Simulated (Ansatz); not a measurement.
C3H9NSi: several calculations on one system

Part 1: Relaxation

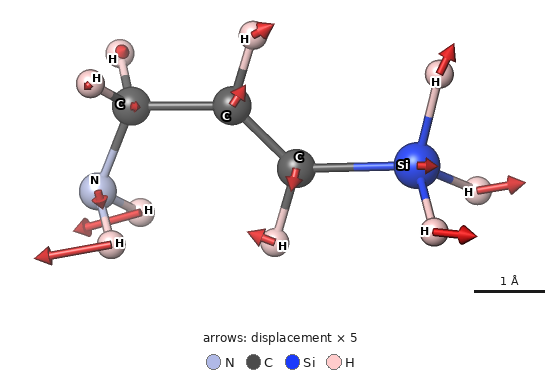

This is a relaxation of C3H9NSi. The starting structure is drawn; red arrows show the displacements, 5 times their true length. The two geometries are superimposed by the best rigid fit.

The picture is a ball-and-stick view, seen at a tilt.

The run prepares an end point of a later path (torsion) calculation, from a guessed geometry.

These are results of RKS PBE-D4/6-31G in Ansatz 0.2.0, not measurements.

Input file:
```yaml
crystal:
  periodic: [false, false, false]
  atoms:
    - { symbol: "N", position_ang: [-1.0367, -1.2206, 1.8045] }
    - { symbol: C, position_ang: [0.2048, -1.4241, 1.1789] }
    - { symbol: C, position_ang: [0.5296, -0.4754, 0.0519] }
    - { symbol: C, position_ang: [-0.0932, 0.5565, -0.4195] }
    - { symbol: Si, position_ang: [0.325, 1.6612, -1.8033] }
    - { symbol: H, position_ang: [-1.8057, -1.2169, 1.0747] }
    - { symbol: H, position_ang: [-1.0766, -0.222, 2.1578] }
    - { symbol: H, position_ang: [0.2643, -2.4283, 0.7849] }
    - { symbol: H, position_ang: [0.9862, -1.342, 1.9949] }
    - { symbol: H, position_ang: [1.5407, -0.6829, -0.3527] }
    - { symbol: H, position_ang: [-1.1511, 0.7887, 0.0126] }
    - { symbol: H, position_ang: [-0.6528, 1.5836, -2.8648] }
    - { symbol: H, position_ang: [1.6131, 1.316, -2.3191] }
    - { symbol: H, position_ang: [0.3396, 3.0772, -1.2719] }
basis:
  gaussian: { orbitals: "6-31G" }
hamiltonian:
  xc: pbe
  dispersion: d4
relax:
  f_tol: 0.015
  max_steps: 40
```

Command:
```bash
ansatz run input.yaml --threads 1 --pin off --max-ram 2048MiB --backend cpu --events-out ev --progress --plain --runs-dir out
```

Question: What did the optimiser do to the structure, and how much energy did it gain?

Answer: H6 moves most after the best rigid fit: 0.23 Å. Largest moves by element: H 0.23 Å, C 0.07 Å, Si 0.06 Å, N 0.06 Å. Some distances before and after: Si5–H13 1.430 → 1.516 Å, C4–Si5 1.819 → 1.893 Å, Si5–H12 1.445 → 1.518 Å, C4–H11 1.166 → 1.101 Å. Among the angles between lasting bonds that change: H6–N1–H7 101.5° → 112.5°, C2–C3–C4 132.1° → 124.8°, C2–N1–H7 108.5° → 115.3°. The energy falls by 63.8 kJ/mol in 5 accepted moves (7 points after the start). The largest force component goes from 4.4 to 0.012 eV/Å. The line search rejected the trial steps at points 3, 5 of the run.

Part 2: Relaxation

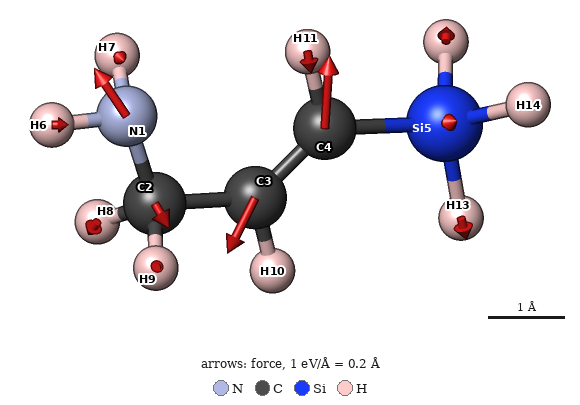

Starting geometry of C3H9NSi with the computed forces as red arrows. A ball-and-stick model, seen at a tilt.

The run prepares an end point of a later path (torsion) calculation, from a guessed geometry.

Computed with Ansatz, RKS PBE-D4/6-31G.

Input
```yaml
crystal:
  periodic: [false, false, false]
  atoms:
    - { symbol: "N", position_ang: [-1.0367, -1.2206, 1.8045] }
    - { symbol: C, position_ang: [0.2048, -1.4241, 1.1789] }
    - { symbol: C, position_ang: [1.41295, -1.3028, 2.07406] }
    - { symbol: C, position_ang: [1.5321, -1.11144, 3.34846] }
    - { symbol: Si, position_ang: [3.01691, -0.9455, 4.38671] }
    - { symbol: H, position_ang: [-1.8057, -1.2169, 1.0747] }
    - { symbol: H, position_ang: [-1.0766, -0.222, 2.1578] }
    - { symbol: H, position_ang: [0.33223, -0.72458, 0.3655] }
    - { symbol: H, position_ang: [0.16122, -2.45937, 0.7212] }
    - { symbol: H, position_ang: [2.3409, -1.51909, 1.5073] }
    - { symbol: H, position_ang: [0.55785, -0.89807, 3.95268] }
    - { symbol: H, position_ang: [3.10522, 0.36521, 4.9893] }
    - { symbol: H, position_ang: [4.18368, -1.18293, 3.59506] }
    - { symbol: H, position_ang: [2.92063, -1.97262, 5.49279] }
basis:
  gaussian: { orbitals: "6-31G" }
hamiltonian:
  xc: pbe
  dispersion: d4
relax:
  f_tol: 0.015
  max_steps: 40
```

Launched with:
```bash
ansatz run input.yaml --threads 1 --pin off --max-ram 2048MiB --backend cpu --events-out ev --progress --plain --runs-dir out
```

> What follows when this structure is relaxed?

It isn't relaxed: the largest force vector, on C4, is 5.05 eV/Å. The final displacements have little in common with the starting forces (cosine between the two patterns 0.28). The energy falls by 72.6 kJ/mol in 8 accepted moves (12 points after the start). The largest force component goes from 3.8 to 0.0095 eV/Å. The line search rejected the trial steps at points 4, 7, 9, 11 of the run. H6 moves most after the best rigid fit: 0.41 Å. Largest moves by element: H 0.41 Å, N 0.20 Å, C 0.11 Å, Si 0.06 Å. Near-neighbour distances that change, for instance: Si5–H13 1.430 → 1.517 Å, Si5–H12 1.445 → 1.519 Å, C4–Si5 1.819 → 1.892 Å, C4–H11 1.166 → 1.099 Å. Bond angles that change, for instance: H6–N1–H7 101.5° → 113.2°, C2–C3–C4 132.1° → 124.3°, Si5–C4–H11 111.7° → 119.3°. Cost: 57 s on 1 thread of Arm Neoverse V1, on a shared host, peak memory 0.15 GiB.

Part 3: Path

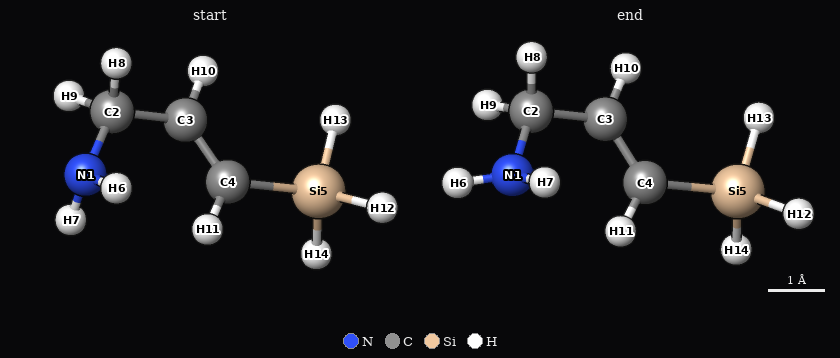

The two relaxed end points of a path for C3H9NSi. A ball-and-stick model, seen at a tilt.

Theory: RKS PBE-D4/6-31G (Ansatz 0.2.0).

The input:
```yaml
crystal:
  periodic: [false, false, false]
  atoms:
    - { symbol: "N", position_ang: [-1.081257, -1.181829, 1.814592] }
    - { symbol: C, position_ang: [0.209441, -1.395821, 1.172426] }
    - { symbol: C, position_ang: [0.600039, -0.457087, 0.037783] }
    - { symbol: C, position_ang: [-0.164479, 0.558677, -0.420692] }
    - { symbol: Si, position_ang: [0.338841, 1.716118, -1.831837] }
    - { symbol: H, position_ang: [-1.89612, -1.363743, 1.228788] }
    - { symbol: H, position_ang: [-1.167209, -0.313983, 2.34353] }
    - { symbol: H, position_ang: [0.243508, -2.437712, 0.794378] }
    - { symbol: H, position_ang: [0.998536, -1.353915, 1.950379] }
    - { symbol: H, position_ang: [1.585039, -0.657449, -0.411201] }
    - { symbol: H, position_ang: [-1.14083, 0.717546, 0.063183] }
    - { symbol: H, position_ang: [-0.641405, 1.653077, -2.989311] }
    - { symbol: H, position_ang: [1.710023, 1.322995, -2.344032] }
    - { symbol: H, position_ang: [0.393072, 3.164127, -1.379086] }
basis:
  gaussian: { orbitals: "6-31G" }
hamiltonian:
  xc: pbe
  dispersion: d4
neb:
  order_check: false
  images: 5
  f_tol: 0.05
  max_iterations: 60
  initial_path: idpp
  final_atoms:
    - { symbol: "N", position_ang: [-1.1532308, -1.02231071, 1.67957753] }
    - { symbol: C, position_ang: [0.18145106, -1.31576451, 1.17210401] }
    - { symbol: C, position_ang: [0.58178882, -0.42523053, 0.01148002] }
    - { symbol: C, position_ang: [-0.11204313, 0.66367885, -0.38828191] }
    - { symbol: Si, position_ang: [0.39239971, 1.75727013, -1.84805399] }
    - { symbol: H, position_ang: [-1.33503172, -1.29707907, 2.64227033] }
    - { symbol: H, position_ang: [-1.91821594, -1.25103, 1.04533365] }
    - { symbol: H, position_ang: [0.33191698, -2.37760165, 0.85203238] }
    - { symbol: H, position_ang: [0.90285931, -1.15994686, 1.99950441] }
    - { symbol: H, position_ang: [1.49847265, -0.7330143, -0.5127892] }
    - { symbol: H, position_ang: [-1.00916861, 0.92198371, 0.19191621] }
    - { symbol: H, position_ang: [-0.67697692, 1.79143889, -2.92636124] }
    - { symbol: H, position_ang: [1.67030487, 1.22386021, -2.46706456] }
    - { symbol: H, position_ang: [0.63267272, 3.19474684, -1.42276762] }
```

Run as
```bash
ansatz run input.yaml --threads 1 --pin off --max-ram 2048MiB --backend cpu --events-out ev --progress --plain --runs-dir out
```

### Predict the minimum-energy path and its barrier.

Forward barrier 18.5 kJ/mol, backward barrier 14.3 kJ/mol, with image 3 at the top; the reaction energy is +4.2 kJ/mol. The motion is a rotation about the N1–C2 bond by about 135°. No bond forms or breaks between the ends. Among the angles between lasting bonds that change up to the highest image: N1–C2–H8 108.4° → 112.1°, C2–N1–H7 115.3° → 118.6°. The band converged in 19 iterations, with a climbing image at the top. At the top, the vibrational analysis gives one imaginary mode (364i cm⁻¹), as a transition state must have.

Energies of the converged images:

| image | path (Å) | E (kJ/mol) |
| --- | --- | --- |
| 0 | 0.00 | 0.0 |
| 1 | 0.69 | 5.7 |
| 2 | 1.39 | 6.6 |
| 3 | 2.08 | 18.5 |
| 4 | 2.58 | 13.2 |
| 5 | 3.08 | 6.2 |
| 6 | 3.58 | 4.2 |

The geometry at the top of the path:

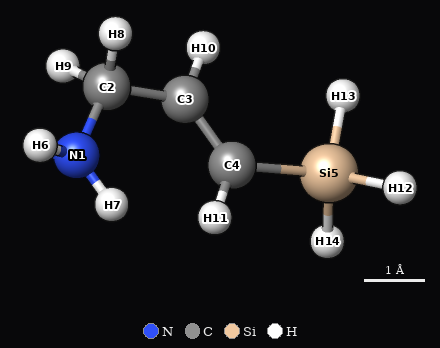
